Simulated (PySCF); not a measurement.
# C₈H₉O (SMILES C=[C]C1=CC(=O)CCC1) (doublet): what the fields show

```xyz
18

C     3.3675   -0.1768   -0.3662
C     2.0911   -0.0459   -0.2739
C     0.7607    0.0684   -0.1763
C     0.1307    1.3145   -0.2748
C    -1.2893    1.5007   -0.1902
O    -1.8103    2.6031   -0.3101
C    -2.1220    0.2506    0.0361
C    -1.3469   -0.8167    0.7977
C    -0.0761   -1.1712    0.0350
H     3.8636   -0.3487   -1.3116
H     4.0208   -0.1120    0.4930
H     0.7316    2.1995   -0.4271
H    -3.0359    0.5312    0.5617
H    -2.4124   -0.1315   -0.9478
H    -1.9636   -1.7081    0.9277
H    -1.0836   -0.4406    1.7892
H     0.5044   -1.9253    0.5696
H    -0.3390   -1.5849   -0.9439
```

Geometry: GFN2-xTB.

Method: UKS B3LYP, pcH-1 on C H O, non-relativistic, mean-field spin-orbit, GIAO (PySCF).

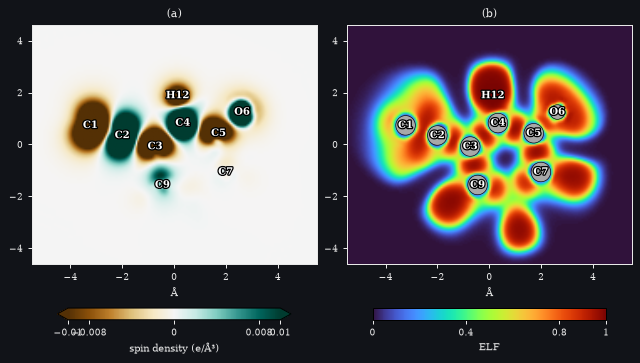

Figure 1. (a) spin density; (b) ELF on the plane of atoms C4, C5 and C7. Grey discs cover the atomic cores in the ELF map.

**Read the bonding off the picture.**

The plane passes through C, O and H nuclei.
C–O (1.23 Å): the ELF peaks at about 0.85 between the atoms (a short, multiple covalent bond).
C–C (1.29 Å): the ELF peaks at about 0.90 between the atoms: a short, multiple covalent bond.
C–H (1.08 Å): the ELF climbs to about 1 towards the hydrogen, as it does in any bond to H (a covalent bond by its length).
C–C (1.34 Å): the ELF peaks at about 0.95 between the atoms: a multiple bond.
C–C (1.40 Å): the ELF peaks at about 0.95 between the atoms, as expected for localised, covalent bonding.
The ELF also peaks beside O6, away from the bonds: non-bonding electrons, paired or unpaired.
The unpaired spin (1 electron) lies mostly on C4 (about 0.4), C2 (about 0.3) and O6 (about 0.2), in electrons by Hirshfeld's partition.

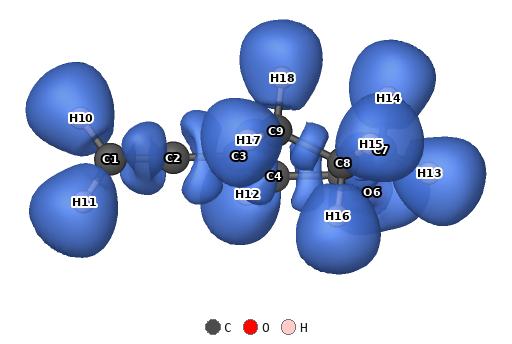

Figure 2. Isosurface of the ELF at 0.75 (blue), seen from one side. Core shells and regions of very low density are left out.

**What do the ELF domains correspond to?**

The ELF exceeds this value in eight regions between bonded C–C atoms (shared pairs), nine regions around hydrogen nuclei and one region on O in which the atom's valence shell and bonds are merged.

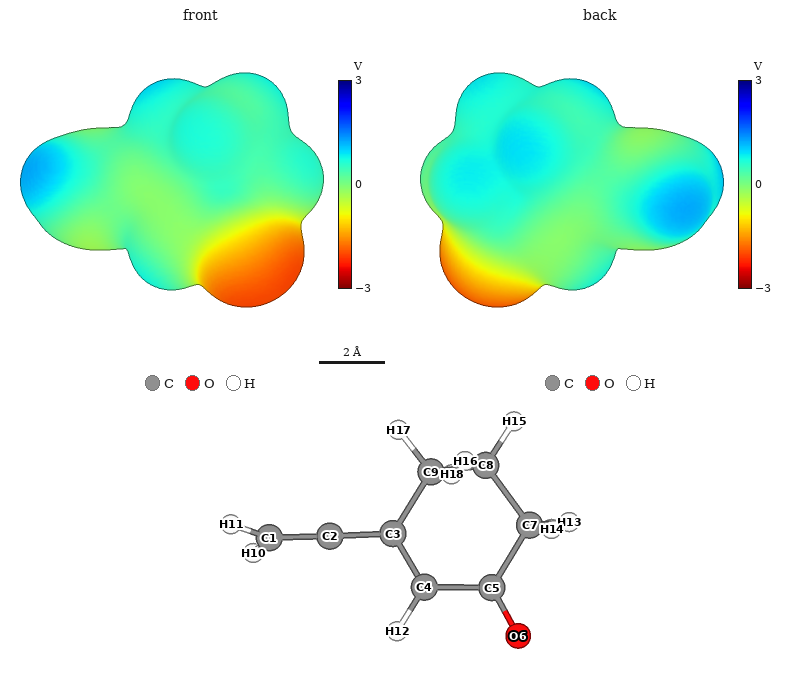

Figure 3. The molecular electrostatic potential painted on the density surface at 0.002 e/bohr³, seen from the front and from behind; red is negative and blue positive. The bare structure is drawn below in the same view.

**Which sites attract a positive test charge, and which a negative one?**

A positive charge is drawn to the negative regions and a negative charge to the positive ones. The most negative region (about −2.0 V, or −46 kcal/mol for a unit charge) lies over O6, the most positive (about +1.2 V, or +28 kcal/mol for a unit charge) over H10 and H11. O6 is the likeliest acceptor of a hydrogen bond.
